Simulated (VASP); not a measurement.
Band structure of AuZn (CsCl type). All values below come from PW91 GGA, VASP's PBE PAW potentials (set 64) (plane waves; VASP).

Unless said otherwise, spin-orbit coupling is left out, though it shifts the bands of the heavy elements here.

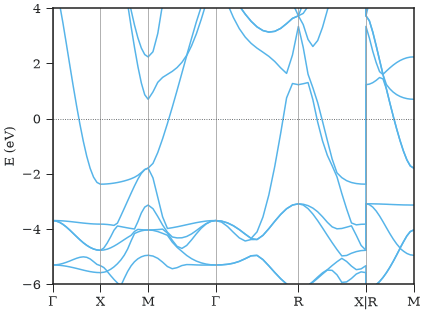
*Bands along high-symmetry lines, zero at the valence-band maximum or, without a gap, the Fermi level*

Task: Read the plot: is there a gap, and where are the band edges?

Result: It has no gap at this level: it comes out as a metal or semimetal. (Edges off the drawn lines would not show.)

The compound is AuZn in the CsCl type structure. It was relaxed first. The electron count is odd and the run is not spin-polarised, which forces a metal.
